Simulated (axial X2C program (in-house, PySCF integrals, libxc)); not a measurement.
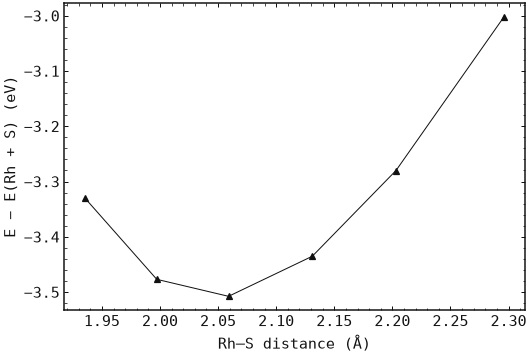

*Energy at 6 bond lengths, for one set of occupations held fixed; the line joins the points.*

A polynomial of degree 4 through 6 points gives rₑ = 2.047 Å, ωₑ = 517.5 cm⁻¹, ωₑxₑ = 1.7 cm⁻¹ and Bₑ = 0.1649 cm⁻¹. The minimum lies 3.51 eV below Rh + S, each computed as one determinant at the same level.

Run report: RhS, relativistic diatomic calculation

- system: RhS, single determinant with M_S = 1/2 and |Λ| = 0 (not the lowest found).
- method: PBE0, spin-free X2C-1e, Rh dyall-cv3z, S dyall-av3z (cores contracted) (axial X2C program (in-house, PySCF integrals, libxc))

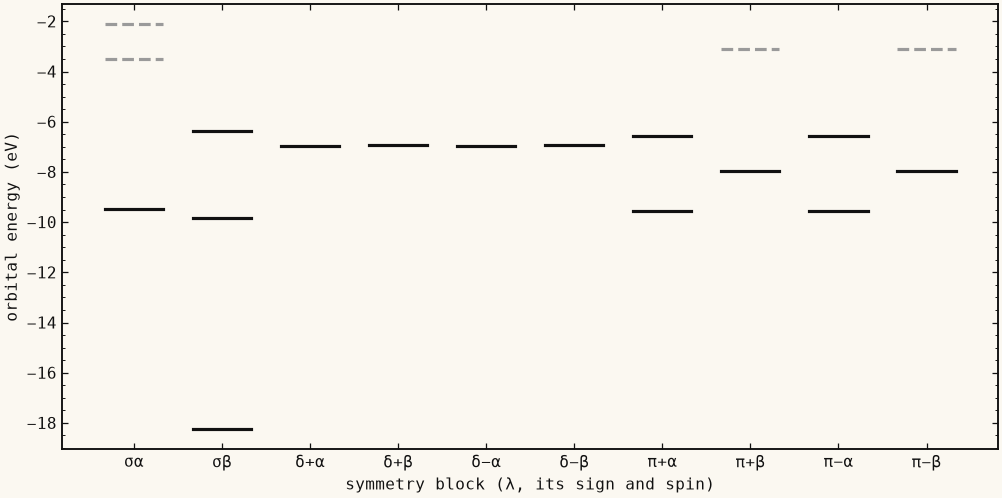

*Orbital energies near the frontier at 2.06 Å, filled (solid) and empty (dashed); a label such as π−α means λ = −1 and α spin.*

The highest filled orbital (σβ; 38 % S p, 33 % Rh d) lies at −6.35 eV, the lowest empty one (σα; 41 % Rh d, 31 % Rh s) at −3.51 eV.

These pictures come from the run below.

### The input
```
{"zs": [45, 16], "q": 0, "bas": ["dyall-cv3z", "dyall-av3z"], "levels": ["PBE0", "HF", "B3LYP"], "cc": true, "r0": 2.04, "thr": -2.0, "nmax": 90, "npts": 10, "nst": 2, "ntry": 6}
```

The line is the task of a batch: nuclear charges, charge, bases, the levels to run, a first guess of the distance and further settings. This report covers PBE0 without spin-orbit coupling. The log is that of the reference distance 2.059 Å.

The run was one of a batch that the task file lists, launched with:
```bash
python <driver script> task.json out
```

### The program's output
```
spin-free X2C-1e  PBE0
basis functions 212  fitting functions 988  grid points 5077
iter        total energy     max residual
   1      -5179.781638943     8.60e+00
   2      -5182.524127682     2.92e-02
   3      -5182.510966847     4.04e-02
   4      -5182.543281844     1.67e-03
   5      -5182.543284428     2.21e-03
   6      -5182.543323348     1.67e-03
   7      -5182.543370511     4.20e-04
   8      -5182.543374174     3.80e-05
   9      -5182.543374256     2.47e-05
  10      -5182.543374289     8.62e-06
  11      -5182.543374296     6.00e-06
  12      -5182.543374298     1.10e-06
  13      -5182.543374298     2.52e-07
converged
one-electron -7517.17158522  Coulomb 2314.94868751  exact exchange -40.65452713  xc functional -124.71091880  nuclear repulsion 185.04496934
```

### The points of the curve

```tsv
R (Å)	E (hartree)	dipole (D; origin at the first atom, positive when the second is positive)	highest filled (eV)	lowest empty (eV)
1.935	−5182.536853	−3.13	−6.22	−3.52
1.997	−5182.542244	−3.30	−6.29	−3.51
2.059	−5182.543374	−3.45	−6.35	−3.51
2.131	−5182.540708	−3.61	−6.43	−3.50
2.203	−5182.535010	−3.74	−6.50	−3.48
2.296	−5182.524818	−3.86	−6.57	−3.45
```

### Results in brief

- outcome: converged
- bond length rₑ: 2.047 Å
- ωₑ: 517.5 cm⁻¹
- energy at the minimum: −5182.54344 hartree
- depth below the fragments: 3.51 eV
- largest ⟨S²⟩ along the curve: 1.77
- hardware: 1 CPU thread, shared host
- wall time: 8.6 s

### Notes

⟨S²⟩ reaches 1.77 where a pure state of this multiplicity has 0.75, so the determinant is spin-contaminated. Caveats: 6 of the 10 points asked for were kept.
